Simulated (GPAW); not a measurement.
CH4FNSi: calculation of the molecule and its ions (part 2 of 2)

CH4FNSi, SMILES F[SiH]1CN1; PBE/real-space grid, scalar-relativistic datasets (GPAW 26.7.0). The geometry comes from this level: GFN2-xTB.

Geometry of the input (Å):
```
F  -1.9286  1.0988  -0.2499
Si -0.4434  0.6054  -0.6498
C  0.6479  -0.0195  0.7204
N  0.1291  -0.9687  -0.3143
H  -0.1032  1.1981  -1.9076
H  1.7287  0.0505  0.7153
H  0.2485  -0.1181  1.7236
H  -0.2789  -1.8464  -0.0376
```

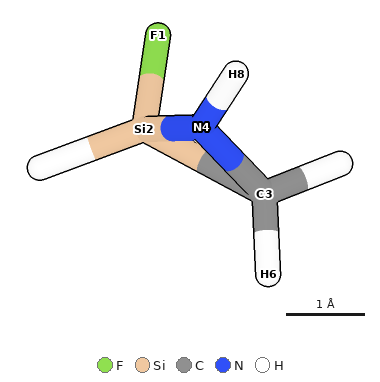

**Figure 1.** The structure as given in the input (stick view, seen at a tilt; atoms are numbered from 1 in the order of the input).

What the program printed, continued
```
Fermi level: -3.258
Eigenvalues  # (at kpt = [0.000, 0.000, 0.000])
| band index |      eig [eV] | occ [0-2] |
|------------|---------------|-----------|
|          0 |       -29.677 |     2.000 |
|        ... |               |           |
|          4 |       -12.329 |     2.000 |
|          5 |       -11.170 |     2.000 |
|          6 |       -10.522 |     2.000 |
|          7 |       -10.368 |     2.000 |
|          8 |        -9.998 |     2.000 |
|          9 |        -8.441 |     2.000 |
|         10 |        -7.119 |     2.000 |
|         11 |        -5.702 |     2.000 |
|         12 |        -0.814 |     0.000 |
|         13 |        -0.627 |     0.000 |
|         14 |        -0.283 |     0.000 |
|         15 |         0.163 |     0.000 |
|         16 |         0.613 |     0.000 |
|         17 |         0.662 |     0.000 |
|         18 |         1.179 |     0.000 |

Gap: 4.889 eV
Transition (v -> c):
  (s=0, k=0, n=11, [0.00, 0.00, 0.00]) -> (s=0, k=0, n=12, [0.00, 0.00, 0.00])
No difference between direct/indirect transitions
vacuum-level: 0.000  # V
neutral       -41.10472 eV
  __  _  _
 | _ |_)|_||  |
 |__||  | ||/\| - 26.7.0

units:  Angstrom and eV
cores:  1
OpenMP: False

Versions:
  Python: 3.12.14
  ASE:    3.29.0
  Numpy:  2.5.5
  Scipy:  1.18.1
  Libxc:  7.0.0

        _gpaw.cpython-312-aarch64-linux-gnu.so

Input parameters:
  mode=FD(),
  charge=1,
  h=0.25,
  maxiter=100,
  occupations=Occupations(name='fermi-dirac', width=0.0, fixmagmom=True),
  symmetry=Symmetry(point_group=False, time_reversal=False),
  xc=XC(name='PBE')

Diagonalizing LCAO Hamiltonian
Converting LCAO to fd mode
        .------------------------------.
       /|                              |
      / |                              |
     /  |                              |
    /   |                              |
   /    |                              |
  /     |                              |
 *      |                              |
 |      |                              |
 |      |            H                 |
 |      |             C  H             |
 |      |       F                      |
 |      |          HNi                 |
 |      |            H                 |
 |      |                              |
 |      |                              |
 |      .------------------------------.
 |     /                              /
 |    /                              /
 |   /                              /
 |  /                              /
 | /                              /
 |/                              /
 *------------------------------*

Atoms  # Å, Bohr magnetons
|   | symbol |        x |        y |        z |    initial magnetic moments |
|---|--------|----------|----------|----------|-----------------------------|
| 0 |      F | 4.500000 | 7.445190 | 6.157700 | ( 0.0000,  0.0000,  0.1250) |
| 1 |     Si | 5.985130 | 6.951780 | 5.757840 | ( 0.0000,  0.0000,  0.1250) |
| 2 |      C | 7.076450 | 6.326850 | 7.128010 | ( 0.0000,  0.0000,  0.1250) |
| 3 |      N | 6.557640 | 5.377660 | 6.093310 | ( 0.0000,  0.0000,  0.1250) |
| 4 |      H | 6.325410 | 7.544440 | 4.500000 | ( 0.0000,  0.0000,  0.1250) |
| 5 |      H | 8.157240 | 6.396880 | 7.122890 | ( 0.0000,  0.0000,  0.1250) |
| 6 |      H | 6.677020 | 6.228240 | 8.131190 | ( 0.0000,  0.0000,  0.1250) |
| 7 |      H | 6.149670 | 4.500000 | 6.370030 | ( 0.0000,  0.0000,  0.1250) |

Unit cell  # Å
| periodic |         x |         y |         z |   lengths |    angles |
|----------|-----------|-----------|-----------|-----------|-----------|
|       no | 12.657240 |  0.000000 |  0.000000 | 12.657240 | 90.000000 |
|       no |  0.000000 | 12.044440 |  0.000000 | 12.044440 | 90.000000 |
|       no |  0.000000 |  0.000000 | 12.631190 | 12.631190 | 90.000000 |

Number of symmetries: 1
Symmetry operations  # r_c * U_cc + t_c -> r_c
|   | kind |            matrix            |
|---|------|------------------------------|
| 0 |  E   |  1, 0, 0,  0, 1, 0,  0, 0, 1 |

BZ-sampling:
  Number of BZ points: 1
  Number of IBZ points: 1

  Monkhorst-Pack size: [1, 1, 1]
  Monkhorst-Pack shift: [0, 0, 0]

K-points  # in reciprocal-cell coordinates
|   |                                coordinates |     weight |
|---|--------------------------------------------|------------|
| 0 | (  0.00000000,   0.00000000,   0.00000000) | 1.00000000 |

Uniform wave function grid shape: (np.int64(51), np.int64(47), np.int64(51))
Spin-components: 2 (collinear spins)
Bands:           19
Projectors:      32
Spin-degeneracy: 1
Datatype:        float64

  Storage: CPU
  Wave functions: 37_163_088 bytes (37_163_088 per core)

Parallelization:
  kpt:    1
  domain: 1
  band:   1

Density:
  Valence electrons: 24.0
  Components: 2
  Grid points: [52 48 52]
  Charge: 1.0  # |e|

Potential:
  Grid points: [52 48 52]

species:
  F:
    name:    Fluorine
    Z:       9.0
    valence: 7
    core:    2
    charge:  0.0  # [|e|]
    file:    F.PBE.gz
    compensation charges:
      type: gauss
      rc: 0.20  # [Å]
      lmax: 2
    cutoffs:
      filter: 1.14  # [Å]
      core: 0.74  # [Å]
    projectors
    | kind |    occ | energy [eV] | rcut [Å] |
    |------|--------|-------------|----------|
    |   2s |  2.000 |     -29.898 |    0.635 |
    |   2p |  5.000 |     -11.110 |    0.635 |
    |    s |        |      -2.687 |    0.635 |
    |    p |        |      16.102 |    0.635 |
    |    d |        |       0.000 |    0.635 |

    Using partial waves for F as LCAO basis

  Si:
    name:    Silicon
    Z:       14.0
    valence: 4
    core:    10
    charge:  0.0  # [|e|]
    file:    Si.PBE.gz
    compensation charges:
      type: gauss
      rc: 0.33  # [Å]
      lmax: 2
    cutoffs:
      filter: 1.86  # [Å]
      core: 2.06  # [Å]
    projectors
    | kind |    occ | energy [eV] | rcut [Å] |
    |------|--------|-------------|----------|
    |   3s |  2.000 |     -10.812 |    1.058 |
    |   3p |  2.000 |      -4.081 |    1.058 |
    |    s |        |      16.399 |    1.058 |
    |    p |        |      23.130 |    1.058 |
    |    d |        |       0.000 |    1.058 |

    Using partial waves for Si as LCAO basis

  C:
    name:    Carbon
    Z:       6.0
    valence: 4
    core:    2
    charge:  0.0  # [|e|]
    file:    C.PBE.gz
    compensation charges:
      type: gauss
      rc: 0.20  # [Å]
      lmax: 2
    cutoffs:
      filter: 1.14  # [Å]
      core: 1.14  # [Å]
    projectors
    | kind |    occ | energy [eV] | rcut [Å] |
    |------|--------|-------------|----------|
    |   2s |  2.000 |     -13.751 |    0.635 |
    |   2p |  2.000 |      -5.284 |    0.635 |
    |    s |        |      13.461 |    0.635 |
    |    p |        |      21.927 |    0.635 |
    |    d |        |       0.000 |    0.635 |

    Using partial waves for C as LCAO basis

  N:
    name:    Nitrogen
    Z:       7.0
    valence: 5
    core:    2
    charge:  0.0  # [|e|]
    file:    N.PBE.gz
    compensation charges:
      type: gauss
      rc: 0.18  # [Å]
      lmax: 2
    cutoffs:
      filter: 1.11  # [Å]
      core: 0.96  # [Å]
    projectors
    | kind |    occ | energy [eV] | rcut [Å] |
    |------|--------|-------------|----------|
    |   2s |  2.000 |     -18.583 |    0.603 |
    |   2p |  3.000 |      -7.089 |    0.529 |
    |    s |        |       8.629 |    0.603 |
    |    p |        |      20.123 |    0.529 |
    |    d |        |       0.000 |    0.577 |

    Using partial waves for N as LCAO basis

  H:
    name:    Hydrogen
    Z:       1.0
    valence: 1
    core:    0
    charge:  0.0  # [|e|]
    file:    H.PBE.gz
    compensation charges:
      type: gauss
      rc: 0.15  # [Å]
      lmax: 2
    cutoffs:
      filter: 0.85  # [Å]
      core: 0.53  # [Å]
    projectors
    | kind |    occ | energy [eV] | rcut [Å] |
    |------|--------|-------------|----------|
    |   1s |  1.000 |      -6.494 |    0.476 |
    |    s |        |      20.717 |    0.476 |
    |    p |        |       0.000 |    0.476 |

    Using partial waves for H as LCAO basis

Reference energy: -13159.735304  # eV

eigensolver:
  PPCG
  Converge bands: occupied
  niter=2

density mixing:
  MSR1-Mixer
  Pratt-step length: 0.05
  Maximum mixing coefficient: 0.75
  Old densities: 10
  SVD Regularization: 0.005
  Good broyden scale: 1.0
  Trust region scale: 1.0
  Backstep threshold: 4.0
  History deletion threshold: 6.0
  Fourier metric: weight=20.0, sigma=0.015

occupation numbers:
  Fixed magnetic moment: 1.000
  # Zero width

FastPoissonSolver using
    Stencil: 6*3+1=19 point O(h^6) finite-difference Laplacian
    FFT axes: []
    FST axes: [np.int64(1), np.int64(0), np.int64(2)]

xc functional:
  name: PBE with 2 nearest neighbor stencil
interpolation: tri-quintic # 5. degree polynomial

Initialization done in: 1.723 s

convergence criteria:
- Maximum [total energy] change in last 3 cyles: 0.0005 eV / valence electron
- Maximum integral of absolute [dens]ity change: 0.0001 electrons / valence electron
- Maximum integral of absolute [eigenst]ate change: 4e-08 eV^2 / valence electron
maximum number of iterations: 100

SCF iterations
|iter     |     time |      energy | eigst |  dens |  magmom |
|---------|----------|-------------|-------|-------|---------|
|iter:   1| 00:00:16 |  -38.140199 | +1.08 |       |  +0.9975|
|iter:   2| 00:00:18 |  -37.042367 | +0.03 | -0.53 |  +0.9977|
|iter:   3| 00:00:20 |  -32.679471 | +0.28 | -0.57 |  +0.9989|
|iter:   4| 00:00:22 |  -32.052975 | -0.31 | -0.94 |  +0.9994|
|iter:   5| 00:00:23 |  -31.962768 | -0.94 | -1.21 |  +0.9997|
|iter:   6| 00:00:25 |  -31.956844 | -1.57 | -1.50 |  +0.9999|
|iter:   7| 00:00:27 |  -31.958171c| -2.33 | -1.97 |  +1.0000|
|iter:   8| 00:00:29 |  -31.958726c| -3.12 | -2.33 |  +1.0000|

timing:  # [seconds]
  Total: 28.932  # ━━━━━━━━━━━━━━━━━━━━━━━━━━━━━━━━━━━━━━━━━━━━━━━━━━━━━━━━━━
  Init:   1.131  # ━━╸
  SCF:   12.059  # ━━━━━━━━━━━━━━━━━━━━━━━━

Max RSS: 720.062  # MiB
|iter:   9| 00:00:30 |  -31.958908c| -3.66 | -2.66 |  +1.0000|
|iter:  10| 00:00:32 |  -31.958952c| -4.16 | -3.12 |  +1.0000|
|iter:  11| 00:00:34 |  -31.958961c| -4.89 | -3.46 |  +1.0000|
|iter:  12| 00:00:36 |  -31.958962c| -5.42 | -3.94 |  +1.0000|
|iter:  13| 00:00:38 |  -31.958962c| -6.42 | -4.42c|  +1.0000|
|iter:  14| 00:00:39 |  -31.958962c| -6.99 | -4.88c|  +1.0000|
|iter:  15| 00:00:41 |  -31.958962c| -7.47c| -5.25c|  +1.0000|

Converged in 15 steps
SCF loop duration: 25.230 s (1.682 s/step)
Energy contributions relative to reference atoms: (reference = -13159.735304)

Energy contributions:
  Kinetic:          41.020081
  Coulomb:         -42.806581
  Zero:              2.083042
  External:          0.000000
  Xc:              -32.255503
  Entropy:           0.000000
  Spinorbit:         0.000000
  ----------------------------
  Free energy:     -31.958962
  Extrapolated:    -31.958962

dipole moment: (6.590145, 6.175523, 6.331286)  # |e|*Ang

Total magnetic moment: (0.000000, 0.000000, 1.000000)

Local magnetic moments
|        x |        y |         z |
|----------|----------|-----------|
| 0.000000 | 0.000000 |  0.024554 |  # F    0
| 0.000000 | 0.000000 |  0.051555 |  # Si   1
| 0.000000 | 0.000000 |  0.081993 |  # C    2
| 0.000000 | 0.000000 |  0.223329 |  # N    3
| 0.000000 | 0.000000 |  0.005934 |  # H    4
| 0.000000 | 0.000000 |  0.038546 |  # H    5
| 0.000000 | 0.000000 |  0.003477 |  # H    6
| 0.000000 | 0.000000 | -0.003682 |  # H    7

Fermi levels: -9.666, -13.190
Eigenvalues  # (at kpt = [0.000, 0.000, 0.000])
| band index |      eig [eV] | occ [0-1] |      eig [eV] | occ [0-1] |
|------------|---------------|-----------|---------------|-----------|
|          0 |       -35.545 |     1.000 |       -35.494 |     1.000 |
|        ... |               |           |               |           |
|          4 |       -18.843 |     1.000 |       -18.707 |     1.000 |
|          5 |       -18.217 |     1.000 |       -17.764 |     1.000 |
|          6 |       -16.883 |     1.000 |       -16.711 |     1.000 |
|          7 |       -16.490 |     1.000 |       -16.385 |     1.000 |
|          8 |       -16.340 |     1.000 |       -16.206 |     1.000 |
|          9 |       -15.217 |     1.000 |       -15.079 |     1.000 |
|         10 |       -14.707 |     1.000 |       -14.084 |     1.000 |
|         11 |       -13.771 |     1.000 |       -12.608 |     0.000 |
|         12 |        -6.723 |     0.000 |        -6.503 |     0.000 |
|         13 |        -6.496 |     0.000 |        -6.273 |     0.000 |
|         14 |        -5.865 |     0.000 |        -5.666 |     0.000 |
|         15 |        -4.556 |     0.000 |        -4.404 |     0.000 |
|         16 |        -4.395 |     0.000 |        -4.197 |     0.000 |
|         17 |        -4.029 |     0.000 |        -3.951 |     0.000 |
|         18 |        -3.322 |     0.000 |        -3.251 |     0.000 |

Gap: 5.885 eV
Transition (v -> c):
  (s=1, k=0, n=11, [0.00, 0.00, 0.00]) -> (s=0, k=0, n=12, [0.00, 0.00, 0.00])
No difference between direct/indirect transitions
vacuum-level: 0.000  # V
oxidised      -31.95896 eV
Vertical IP             9.146 eV
```
